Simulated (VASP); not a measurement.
# PtS2: convergence with the k-mesh and SCF solver, part 2 of 3

How sensitive are energy, pressure and forces of PtS2 to the k-mesh and SCF solver? The atoms are off their equilibrium sites, so that forces can be compared too. The series runs use LDA. The atoms of the start are displaced at random from the sites of a P-3m1 cell.

VASP 6.6.1; LDA; plane waves and PAW (Pt, S).

Still holding for the runs below: Spin-orbit coupling is off here; with elements this heavy it splits and shifts levels by tenths of an eV or more.

So far. Step 6 (K-mesh: 6 6 4): Against the run before the energy moves by +2.37 meV an atom and the pressure by +0.05 GPa, after 13 cycles in 5.2 s.

### 7. K-mesh: 9 9 5

File INCAR:

```
SYSTEM = PtS2
PREC = Accurate
ENCUT = 400
EDIFF = 1E-06
NELM = 100
ISMEAR = -1
SIGMA = 0.05
LREAL = .FALSE.
ALGO = Normal
GGA = CA
NBANDS = 17
LASPH = .TRUE.
LORBIT = 11
LWAVE = .FALSE.
LCHARG = .FALSE.
KPAR = 4
ISIF = 2
```

File POSCAR:

```
PtS2
1.0
    3.5432000000      0.0000000000      0.0000000000
   -1.7716000000      3.0685012107      0.0000000000
    0.0000000000      0.0000000000      5.0388000000
Pt S
1 2
Direct
   -0.0005740000     -0.0065100000      0.0100490000
    0.3338500000      0.6644070000      0.2256870000
    0.6683970000      0.3381490000      0.7803540000
```

File KPOINTS:

```
Automatic mesh
0
Gamma
9 9 5
0 0 0
```

Potentials, in the order of the species: Pt and S (PBE family, release 64).

Command:

```sh
mpirun -np 4 vasp_std
```

Log:

```text
[... set-up lines as in an earlier step ...]
 entering main loop
       N       E                     dE             d eps       ncg     rms          rms(c)
DAV:   1     0.905844769517E+02    0.90584E+02   -0.90361E+03  7286   0.925E+02
DAV:   2    -0.156802293480E+02   -0.10626E+03   -0.10328E+03  8701   0.206E+02
DAV:   3    -0.196589614436E+02   -0.39787E+01   -0.39589E+01  8818   0.421E+01
DAV:   4    -0.196986365824E+02   -0.39675E-01   -0.39659E-01  9257   0.458E+00
[...]
DAV:  11    -0.180949110720E+02   -0.11209E-04   -0.46345E-05  8784   0.578E-02    0.461E-02
DAV:  12    -0.180949090455E+02    0.20264E-05   -0.14884E-05  8169   0.396E-02    0.860E-03
DAV:  13    -0.180949088868E+02    0.15876E-06   -0.11018E-06  4194   0.101E-02
   1 F= -.18094909E+02 E0= -.18094905E+02  d E =-.794077E-05
```

The job ended after 9.4 s (4 MPI ranks of Intel Xeon 6975P-C (Granite Rapids), shared host; peak memory 0.89 GiB; 36 s of CPU time).

From OUTCAR (step 7):

```text
  Total        2.1355618      2.4494459      2.0021784      0.0527113      0.3007196     -0.0983623
  in kB       62.4559254     71.6356743     58.5550379      1.5415758      8.7947446     -2.8766696
  external PRESSURE =      64.2155459 kB  Pullay stress =       0.0000000 kB

 POSITION                                       TOTAL-FORCE (eV/Angst)
 -----------------------------------------------------------------------------------
      1.78110      3.04853      0.05063        -0.146843      0.484281     -0.743507
      0.00583      2.03873      1.13719         0.028736     -0.107660      1.584539
      1.76920      1.03761      3.93205         0.118107     -0.376622     -0.841032
 -----------------------------------------------------------------------------------
    total drift:                                0.000106     -0.000080     -0.000050

  FREE ENERGIE OF THE ION-ELECTRON SYSTEM (eV)
  ---------------------------------------------------
  free  energy   TOTEN  =       -18.0949088868 eV

  energy  without entropy=      -18.0949009460  energy(sigma->0) =      -18.09490492

[... 1 part as in an earlier step ...]

[... 2 further parts left out ...]
[key lines of the parts left out:]
E-fermi :   7.0054
```

Against the run before the energy moves by -1.09 meV an atom and the pressure by -0.04 GPa, after 13 cycles in 9.4 s.

### 8. K-mesh: 11 11 7

INCAR is that of step 7.

POSCAR is that of step 7.

File KPOINTS:

```
Automatic mesh
0
Gamma
11 11 7
0 0 0
```

Command:

```sh
mpirun -np 4 vasp_std
```

Log:

```text
[... set-up lines as in an earlier step ...]
 entering main loop
       N       E                     dE             d eps       ncg     rms          rms(c)
DAV:   1     0.919103485831E+02    0.91910E+02   -0.90226E+03 15008   0.926E+02
DAV:   2    -0.155116512063E+02   -0.10742E+03   -0.10426E+03 17965   0.206E+02
DAV:   3    -0.196565259307E+02   -0.41449E+01   -0.41238E+01 18455   0.426E+01
DAV:   4    -0.196985388258E+02   -0.42013E-01   -0.41995E-01 19371   0.469E+00
[...]
DAV:  11    -0.180947984894E+02   -0.11282E-04   -0.46978E-05 18495   0.582E-02    0.458E-02
DAV:  12    -0.180947963438E+02    0.21456E-05   -0.14971E-05 16941   0.398E-02    0.873E-03
DAV:  13    -0.180947961880E+02    0.15580E-06   -0.11355E-06  8904   0.101E-02
   1 F= -.18094796E+02 E0= -.18094784E+02  d E =-.235784E-04
```

It took 24 s on 4 MPI ranks; peak memory 1.3 GiB.

Parts of OUTCAR (step 8):

```text
  Total        2.1369101      2.4510947      2.0017736      0.0527729      0.3007186     -0.0983637
  in kB       62.4953554     71.6838929     58.5431989      1.5433774      8.7947142     -2.8767126
  external PRESSURE =      64.2408158 kB  Pullay stress =       0.0000000 kB

 POSITION                                       TOTAL-FORCE (eV/Angst)
 -----------------------------------------------------------------------------------
      1.78110      3.04853      0.05063        -0.146856      0.484293     -0.743285
      0.00583      2.03873      1.13719         0.028759     -0.107706      1.584917
      1.76920      1.03761      3.93205         0.118097     -0.376587     -0.841632
 -----------------------------------------------------------------------------------
    total drift:                                0.000102     -0.000078     -0.000044

  FREE ENERGIE OF THE ION-ELECTRON SYSTEM (eV)
  ---------------------------------------------------
  free  energy   TOTEN  =       -18.0947961880 eV

  energy  without entropy=      -18.0947726096  energy(sigma->0) =      -18.09478440

[... 1 part as in an earlier step ...]

[... 2 further parts left out ...]
[key lines of the parts left out:]
E-fermi :   6.9423
```

Against the run before the energy moves by +0.04 meV an atom while the pressure stays within 0.01 GPa, after 13 cycles in 24 s.

### 9. K-mesh: 13 13 8

INCAR is that of step 8.

POSCAR is that of step 8.

File KPOINTS:

```
Automatic mesh
0
Gamma
13 13 8
0 0 0
```

Command:

```sh
mpirun -np 4 vasp_std
```

Log:

```text
[... set-up lines as in an earlier step ...]
 entering main loop
       N       E                     dE             d eps       ncg     rms          rms(c)
DAV:   1     0.913664907425E+02    0.91366E+02   -0.90353E+03 24130   0.926E+02
DAV:   2    -0.155862841279E+02   -0.10695E+03   -0.10383E+03 29003   0.206E+02
DAV:   3    -0.196574908241E+02   -0.40712E+01   -0.40517E+01 29531   0.423E+01
DAV:   4    -0.196985588859E+02   -0.41068E-01   -0.41051E-01 30981   0.463E+00
[...]
DAV:  11    -0.180948070299E+02   -0.11301E-04   -0.46944E-05 29288   0.580E-02    0.463E-02
DAV:  12    -0.180948048439E+02    0.21859E-05   -0.14949E-05 27057   0.397E-02    0.880E-03
DAV:  13    -0.180948046910E+02    0.15291E-06   -0.11344E-06 14154   0.101E-02
   1 F= -.18094805E+02 E0= -.18094797E+02  d E =-.153380E-04
```

It took 38 s on 4 MPI ranks; peak memory 1.9 GiB; 2.4 min of CPU time.

From OUTCAR (step 9):

```text
  Total        2.1365883      2.4507778      2.0026960      0.0527680      0.3007390     -0.0983748
  in kB       62.4859455     71.6746257     58.5701770      1.5432364      8.7953123     -2.8770367
  external PRESSURE =      64.2435827 kB  Pullay stress =       0.0000000 kB

 POSITION                                       TOTAL-FORCE (eV/Angst)
 -----------------------------------------------------------------------------------
      1.78110      3.04853      0.05063        -0.146844      0.484261     -0.743359
      0.00583      2.03873      1.13719         0.028753     -0.107687      1.585142
      1.76920      1.03761      3.93205         0.118092     -0.376574     -0.841783
 -----------------------------------------------------------------------------------
    total drift:                                0.000104     -0.000075     -0.000047

  FREE ENERGIE OF THE ION-ELECTRON SYSTEM (eV)
  ---------------------------------------------------
  free  energy   TOTEN  =       -18.0948046910 eV

  energy  without entropy=      -18.0947893530  energy(sigma->0) =      -18.09479702

[... 1 part as in an earlier step ...]

[... 2 further parts left out ...]
[key lines of the parts left out:]
E-fermi :   6.9569
```

Against the run before the energy stays within 0.01 meV an atom and the pressure within 0.01 GPa, after 13 cycles in 38 s.

### 10. The k-mesh series as a table

This step: convergence of LDA results with the mesh; plane waves and PAW (VASP 6.6.1).

This step runs nothing: it gathers the runs above.

Differences are taken from the run with 13 13 8. Results of the series, by row:

```
setting     status  energy less the reference (meV/atom)  pressure (GPa)  largest force difference (meV/Å)  gap (eV)  SCF cycles  wall time (s)
  2 2 2  converged                                -302.6           1.521                              1461     1.861          12            1.6
  3 3 2  converged                                 -37.5           5.879                             102.3     1.172          13            1.8
  4 4 3  converged                                -5.138           6.221                             72.42     1.051          13            2.8
  5 5 3  converged                                -1.318           6.418                             31.37     1.325          13            3.4
  6 6 4  converged                                 1.053           6.466                             3.165    0.8888          13            5.2
  9 9 5  converged                              -0.03597           6.422                             0.751    0.9081          13            9.4
11 11 7  converged                              0.004207           6.424                             0.225    0.6309          13             24
13 13 8  converged                                     0           6.424                                 0      0.69          13             38
```

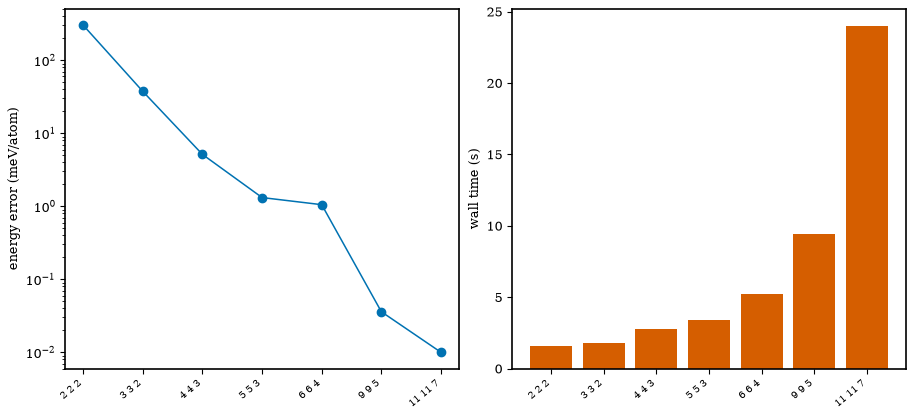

The energy error in size, against the reference run (errors under 0.01 are drawn at 0.01), and the wall time by setting.

### 11. SCF solver: ALGO = Normal

This step: LDA; plane waves and PAW (Pt, S) (VASP 6.6.1).

All solvers should reach one answer; they differ in cycles and robustness.

INCAR is that of step 9.

POSCAR is that of step 9.

File KPOINTS:

```
Automatic mesh
0
Gamma
9 9 5
0 0 0
```

Command:

```sh
mpirun -np 4 vasp_std
```

Log:

```text
[... set-up lines as in an earlier step ...]
 entering main loop
       N       E                     dE             d eps       ncg     rms          rms(c)
[... 13 cycles as in an earlier step ...]
   1 F= -.18094909E+02 E0= -.18094905E+02  d E =-.794077E-05
```

Run time: 13 s. Hardware: 4 MPI ranks; peak memory 0.89 GiB; 49 s of CPU time.

From OUTCAR (step 11):

```text
   NELECT =      22.0000    total number of electrons

 E-fermi :   7.0054

 k-point     1 :       0.0000    0.0000    0.0000
  band No.  band energies     occupation
    ...
      7       2.4628      2.00000
      8       4.7870      2.00000
      9       5.3571      2.00000
     10       5.4162      2.00000
     11       6.3423      2.00000
     12       9.0367      0.00000
     13       9.1106      0.00000
     14      11.2385      0.00000
     15      12.1120      0.00000
     16      14.3254      0.00000
    ...

[... 11 parts as in an earlier step ...]

[... 10 further parts left out ...]
```

Numbers from this step:

| Item | Value |
| --- | --- |
| irreducible k-points | 203 |
| Fermi energy | 7.005 eV |
| pressure | 6.422 GPa |
| valence top at k | 0, 0.2222, 0.2 |
| conduction bottom at k | 0.3333, -0.3333, 0.2 |
| least direct gap at k | 0.2222, -0.2222, 0.2 |
| gap on the k-mesh | 0.9081 eV |
| least direct gap on the k-mesh | 0.9572 eV |

The series starts at -6.0316 eV an atom and 6.42 GPa, after 13 cycles in 13 s.

### 12. SCF solver: ALGO = Fast

Edit INCAR of step 11 so:

```diff
@@ -8,3 +8,3 @@
 LREAL = .FALSE.
-ALGO = Normal
+ALGO = Fast
 GGA = CA
```

POSCAR is that of step 11.

KPOINTS is that of step 11.

Command:

```sh
mpirun -np 4 vasp_std
```

Log:

```text
[... set-up lines as in an earlier step ...]
 entering main loop
       N       E                     dE             d eps       ncg     rms          rms(c)
[... 5 cycles as in an earlier step ...]
RMM:   6    -0.183450786897E+02    0.13542E+01   -0.62254E+00  6919   0.149E+01    0.115E+01
RMM:   7    -0.181243823567E+02    0.22070E+00   -0.58887E-01  7025   0.528E+00    0.594E+00
RMM:   8    -0.180950741452E+02    0.29308E-01   -0.58732E-02  7832   0.168E+00    0.820E-01
RMM:   9    -0.180945867692E+02    0.48738E-03   -0.20330E-02  8191   0.830E-01    0.144E-01
RMM:  10    -0.180948108965E+02   -0.22413E-03   -0.28550E-03  8400   0.386E-01    0.909E-02
RMM:  11    -0.180948958811E+02   -0.84985E-04   -0.84899E-04  8819   0.183E-01    0.237E-02
RMM:  12    -0.180949052353E+02   -0.93543E-05   -0.12074E-04  8474   0.751E-02    0.118E-02
RMM:  13    -0.180949079424E+02   -0.27071E-05   -0.35845E-05  8149   0.386E-02    0.328E-03
RMM:  14    -0.180949086629E+02   -0.72048E-06   -0.75442E-06  7062   0.176E-02
   1 F= -.18094909E+02 E0= -.18094905E+02  d E =-.794686E-05
```

The job ended after 16 s (4 MPI ranks; peak memory 0.89 GiB).

Parts of OUTCAR (step 12):

```text
  Total        2.1345853      2.4484681      2.0014649      0.0527122      0.3007371     -0.0983652
  in kB       62.4273646     71.6070780     58.5341722      1.5416043      8.7952566     -2.8767569
  external PRESSURE =      64.1895383 kB  Pullay stress =       0.0000000 kB

 POSITION                                       TOTAL-FORCE (eV/Angst)
 -----------------------------------------------------------------------------------
      1.78110      3.04853      0.05063        -0.146828      0.484254     -0.743393
      0.00583      2.03873      1.13719         0.028737     -0.107646      1.584518
      1.76920      1.03761      3.93205         0.118091     -0.376608     -0.841125
 -----------------------------------------------------------------------------------
    total drift:                                0.000104     -0.000080      0.000003

  FREE ENERGIE OF THE ION-ELECTRON SYSTEM (eV)
  ---------------------------------------------------
  free  energy   TOTEN  =       -18.0949086629 eV

  energy  without entropy=      -18.0949007160  energy(sigma->0) =      -18.09490469

[... 2 parts as in an earlier step ...]

[... 1 further part left out ...]
[key lines of the parts left out:]
E-fermi :   7.0055
```

Against the first of the series the energy stays within 0.01 meV an atom and the pressure within 0.01 GPa, after 14 cycles in 16 s.

### 13. SCF solver: ALGO = VeryFast

Edit INCAR of step 12 so:

```diff
@@ -8,3 +8,3 @@
 LREAL = .FALSE.
-ALGO = Fast
+ALGO = VeryFast
 GGA = CA
```

POSCAR is that of step 12.

KPOINTS is that of step 12.

Command:

```sh
mpirun -np 4 vasp_std
```

Log:

```text
[... set-up lines as in an earlier step ...]
 entering main loop
       N       E                     dE             d eps       ncg     rms          rms(c)
RMM:   1     0.190917632132E+03    0.19092E+03   -0.60585E+03  3451   0.778E+02
RMM:   2     0.364433730192E+02   -0.15447E+03   -0.14757E+03  3451   0.195E+02
RMM:   3    -0.333610049040E+01   -0.39779E+02   -0.36432E+02  3451   0.910E+01
RMM:   4    -0.149718713083E+02   -0.11636E+02   -0.84142E+01  3451   0.513E+01
[...]
RMM:  18    -0.180949044257E+02   -0.10437E-04   -0.14782E-04  8530   0.829E-02    0.221E-02
RMM:  19    -0.180949081175E+02   -0.36918E-05   -0.44744E-05  8780   0.433E-02    0.921E-03
RMM:  20    -0.180949087567E+02   -0.63920E-06   -0.84147E-06  7597   0.192E-02
   1 F= -.18094909E+02 E0= -.18094905E+02  d E =-.795861E-05
```

The job ended after 22 s (4 MPI ranks; peak memory 0.87 GiB; 82 s of CPU time).

Parts of OUTCAR (step 13):

```text
  Total        2.1340906      2.4480302      2.0025446      0.0527210      0.3007693     -0.0983643
  in kB       62.4128972     71.5942712     58.5657471      1.5418597      8.7961972     -2.8767294
  external PRESSURE =      64.1909718 kB  Pullay stress =       0.0000000 kB

 POSITION                                       TOTAL-FORCE (eV/Angst)
 -----------------------------------------------------------------------------------
      1.78110      3.04853      0.05063        -0.146848      0.484262     -0.743424
      0.00583      2.03873      1.13719         0.028738     -0.107659      1.585447
      1.76920      1.03761      3.93205         0.118110     -0.376604     -0.842023
 -----------------------------------------------------------------------------------
    total drift:                                0.000112     -0.000115     -0.000347

  FREE ENERGIE OF THE ION-ELECTRON SYSTEM (eV)
  ---------------------------------------------------
  free  energy   TOTEN  =       -18.0949087567 eV

  energy  without entropy=      -18.0949007981  energy(sigma->0) =      -18.09490478

[... 2 parts as in an earlier step ...]

[... 1 further part left out ...]
[key lines of the parts left out:]
E-fermi :   7.0055
```

Against the first of the series the energy stays within 0.01 meV an atom and the pressure within 0.01 GPa, after 20 cycles in 22 s.

### 14. SCF solver: ALGO = All

Edit INCAR of step 13 so:

```diff
@@ -8,3 +8,3 @@
 LREAL = .FALSE.
-ALGO = VeryFast
+ALGO = All
 GGA = CA
```

POSCAR is that of step 13.

KPOINTS is that of step 13.

Command:

```sh
mpirun -np 4 vasp_std
```

Log:

```text
[... set-up lines as in an earlier step ...]
 entering main loop
       N       E                     dE             d eps       ncg     rms           ort
DAV:   1     0.905844769517E+02    0.90584E+02   -0.97622E+03  3451   0.979E+02
DAV:   2    -0.156802293480E+02   -0.10626E+03   -0.10328E+03  3451   0.206E+02
DAV:   3    -0.196589614436E+02   -0.39787E+01   -0.39589E+01  3451   0.421E+01
DAV:   4    -0.196986365824E+02   -0.39675E-01   -0.39659E-01  3451   0.458E+00
DAV:   5    -0.196993084505E+02   -0.67187E-03   -0.67181E-03  3451   0.564E-01
SDA:   6    -0.134547810176E+02    0.62445E+01   -0.67181E-03  3451   0.259E+02   0.000E+00
 gam= 0.000 g(H,U,f)=  0.120E+02 0.140E+02 0.119E-06 ort(H,U,f) = 0.000E+00 0.000E+00 0.000E+00
 gam= 0.000 trial= 0.400  step=  0.3400 mean=  0.4000
CGA:   7    -0.178797655323E+02   -0.44250E+01   -0.44105E+01  3451   0.438E+00  -0.209E+00
 gam= 0.017 g(H,U,f)=  0.325E+00 0.113E+00 0.350E-06 ort(H,U,f) =-0.133E+01 0.112E+01 0.293E-05
 gam= 0.017 trial= 0.394  step=  0.8863 mean=  0.3940
[...]
gam= 0.248 trial= 0.511  step=  0.8903 mean=  0.5108
CGA:  12    -0.180948669136E+02   -0.18325E-03   -0.18327E-03  3451   0.792E-04  -0.134E-06
 gam= 0.192 g(H,U,f)=  0.759E-04 0.333E-05 0.776E-10 ort(H,U,f) = 0.691E-05-0.705E-05 0.223E-09
 gam= 0.192 trial= 0.549  step=  0.8222 mean=  0.5488
CGA:  13    -0.180948994534E+02   -0.32540E-04   -0.32542E-04  3451   0.243E-04  -0.128E-08
 gam= 0.307 g(H,U,f)=  0.168E-04 0.745E-05 0.280E-09 ort(H,U,f) =-0.240E-07 0.229E-07-0.218E-09
 gam= 0.307 trial= 0.576  step=  0.5844 mean=  0.5761
CGA:  14    -0.180949065453E+02   -0.70919E-05   -0.70925E-05  3451   0.494E-05  -0.283E-08
 gam= 0.204 g(H,U,f)=  0.408E-05 0.866E-06 0.104E-11 ort(H,U,f) = 0.183E-05-0.183E-05-0.497E-11
 gam= 0.204 trial= 0.577  step=  0.7891 mean=  0.5769
CGA:  15    -0.180949084956E+02   -0.19502E-05   -0.19501E-05  3451   0.709E-06   0.126E-09
 gam= 0.143 g(H,U,f)=  0.552E-06 0.157E-06 0.101E-10 ort(H,U,f) =-0.183E-06 0.183E-06 0.741E-11
 gam= 0.143 trial= 0.598  step=  0.9042 mean=  0.5982
CGA:  16    -0.180949088170E+02   -0.32147E-06   -0.32043E-06  3451   0.158E-06   0.239E-08
 gam= 0.223 g(H,U,f)=  0.115E-06 0.430E-07 0.151E-12 ort(H,U,f) =-0.155E-07 0.179E-07 0.883E-12
 gam= 0.223 trial= 0.629  step=  0.7264 mean=  0.6288
 final diagonalization occupied
   1 F= -.18094909E+02 E0= -.18094905E+02  d E =-.794619E-05
```

The job ended after 15 s (4 MPI ranks; peak memory 1.3 GiB; 54 s of CPU time).

Parts of OUTCAR (step 14):

```text
  Total        2.1338822      2.4478630      2.0011661      0.0527313      0.3007750     -0.0983837
  in kB       62.4068038     71.5893791     58.5254341      1.5421620      8.7963660     -2.8772957
  external PRESSURE =      64.1738723 kB  Pullay stress =       0.0000000 kB

 POSITION                                       TOTAL-FORCE (eV/Angst)
 -----------------------------------------------------------------------------------
      1.78110      3.04853      0.05063        -0.146852      0.484314     -0.743931
      0.00583      2.03873      1.13719         0.028747     -0.107676      1.584568
      1.76920      1.03761      3.93205         0.118105     -0.376637     -0.840637
 -----------------------------------------------------------------------------------
    total drift:                                0.000093     -0.000045     -0.001062

  FREE ENERGIE OF THE ION-ELECTRON SYSTEM (eV)
  ---------------------------------------------------
  free  energy   TOTEN  =       -18.0949088170 eV

  energy  without entropy=      -18.0949008708  energy(sigma->0) =      -18.09490484

[... 2 parts as in an earlier step ...]

[... 1 further part left out ...]
[key lines of the parts left out:]
E-fermi :   7.0055
```

Against the first of the series the energy stays within 0.01 meV an atom and the pressure within 0.01 GPa, after 16 cycles in 15 s.

(Part 2 of 3 ends here.)

[Lines on the potential files, build, host, timing and source positions are cut from VASP's logs without a mark.]

[Logs are printed without paths, hosts, clocks, repeated set-up lines and the standing remarks that a program may print on its own settings, such as how far it seeks lower states.]

[Hosts, paths, dates, database ids (printed as entryN), source tags and the programs' standing remarks are cut or masked in the printed files.]

[A measured line is paired with the nearest computed mode of its activity, which favours agreement.]
